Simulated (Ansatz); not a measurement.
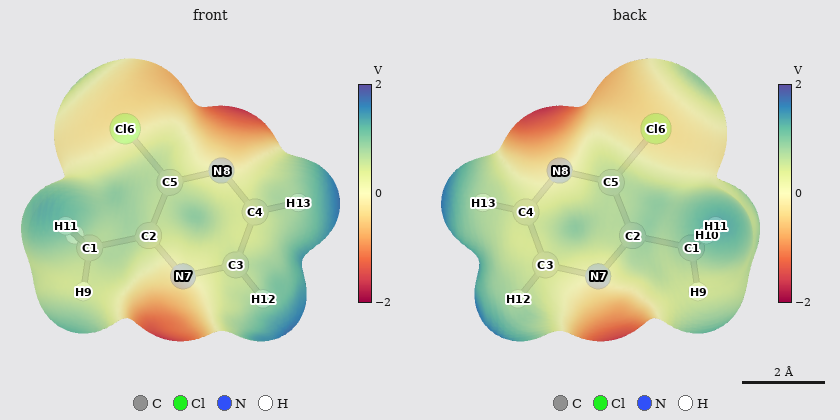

*C5H5ClN2 (SMILES Cc1nccnc1Cl). The electrostatic potential painted on the density surface at 0.004 e/bohr³, seen from the front and from behind; red is negative and blue positive.*

Geometry: r2SCAN-D4/def2-SVP.

Computed with isolated molecule in a Gaussian basis; Kohn-Sham density functional theory, functional PBE0 (Ansatz 0.2.0).

```yaml
atoms:
  - { symbol: C, position_ang: [1.1880, -1.4468, -0.9988] }
  - { symbol: C, position_ang: [-0.1019, -0.8522, -0.5340] }
  - { symbol: C, position_ang: [-2.2346, -0.1352, -0.9905] }
  - { symbol: C, position_ang: [-2.4229, 0.2264, 0.3431] }
  - { symbol: C, position_ang: [-0.3280, -0.4732, 0.8141] }
  - { symbol: Cl, position_ang: [0.9531, -0.7101, 1.9819] }
  - { symbol: N, position_ang: [-1.0854, -0.6677, -1.4184] }
  - { symbol: N, position_ang: [-1.4519, 0.0508, 1.2467] }
  - { symbol: H, position_ang: [1.1229, -1.6539, -2.0742] }
  - { symbol: H, position_ang: [1.4106, -2.3787, -0.4546] }
  - { symbol: H, position_ang: [2.0298, -0.7633, -0.8030] }
  - { symbol: H, position_ang: [-3.0284, 0.0072, -1.7335] }
  - { symbol: H, position_ang: [-3.3647, 0.6633, 0.6952] }
```

Q: Where is the surface potential most negative and most positive?

A: The most negative region (about −1.6 V) lies over N7 and N8, the most positive (about +1.7 V) over H12 and H13. Cl6 shows a σ-hole: about +0.9 V at the tip opposite its bond, against about −0.2 V on its flanks.

Q: How polar is the molecule by this calculation?

A: Its dipole moment is 1.39 D.
